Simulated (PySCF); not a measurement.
System: C6H16OSSi.

Input

```
{"job": {"kind": "nmr", "xc": "PBE0", "basis": "pcSseg-1"}, "charge": 0, "multiplicity": 1}
C      3.583062    -1.053660    -0.337644
S      1.880087    -1.270571     0.260636
Si     0.981428     0.562445    -0.455950
C      1.889127     2.087872     0.193512
O     -0.514570     0.724645     0.097008
C     -1.638155    -0.132975     0.192817
C     -2.859180     0.781460     0.310053
C     -1.747763    -1.011896    -1.049407
C     -1.488929    -0.997481     1.444137
H      4.058730    -0.245303     0.208105
H      4.105624    -1.985214    -0.149293
H      3.572154    -0.839460    -1.401508
H      1.054845     0.459363    -1.918139
H      1.436603     2.994245    -0.192905
H      2.927895     2.080212    -0.119905
H      1.865565     2.140610     1.278156
H     -2.939382     1.406834    -0.575487
H     -2.753969     1.425456     1.178860
H     -3.765055     0.191123     0.411487
H     -2.640828    -1.627817    -0.995421
H     -1.798114    -0.390583    -1.940046
H     -0.876769    -1.658276    -1.119546
H     -1.366002    -0.363250     2.318210
H     -0.610220    -1.630886     1.350313
H     -2.367120    -1.622752     1.578478
```

Launched as:

```sh
OMP_NUM_THREADS=1 python probes_run.py task.json out
```

Geometry: GFN2-xTB.

Level of theory: PySCF 2.14.0, PBE0/pcSseg-1, SCF density, gas phase, non-relativistic.

> Predict the electron density and electron localisation function between the atoms.

Si–O (1.60 Å): the density is about 1.2 e/Å³ at the midpoint; the ELF peaks at about 0.85 between the atoms: a polar covalent bond.
C–S (1.82 Å): ρ is about 1.2 e/Å³ halfway; the ELF peaks at about 0.90 between the atoms (localised, covalent bonding).
Si–S (2.16 Å): ρ at the midpoint is about 0.83 e/Å³; the ELF peaks at about 0.95 between the atoms, as expected for localised, covalent bonding.

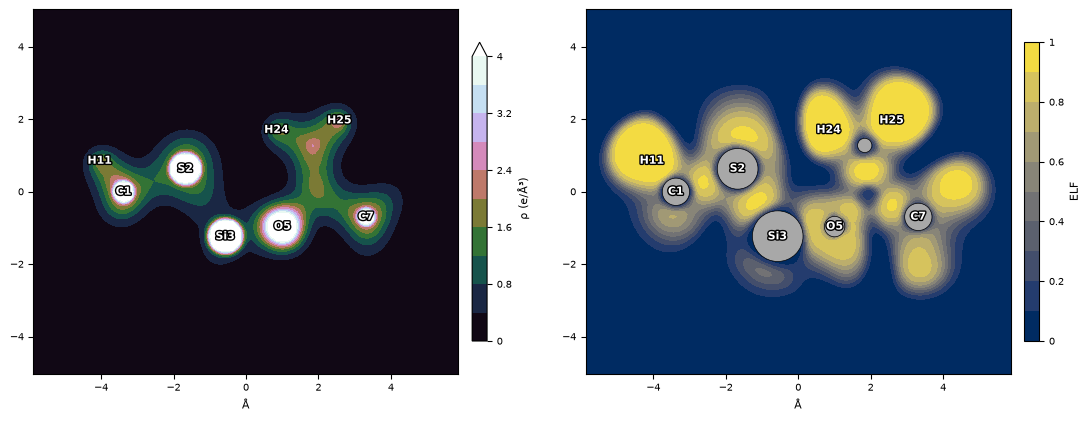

Computed electron density and electron localisation function on the plane of atoms C1, S2 and Si3, in this order. Grey discs cover the atomic cores in the ELF map. 
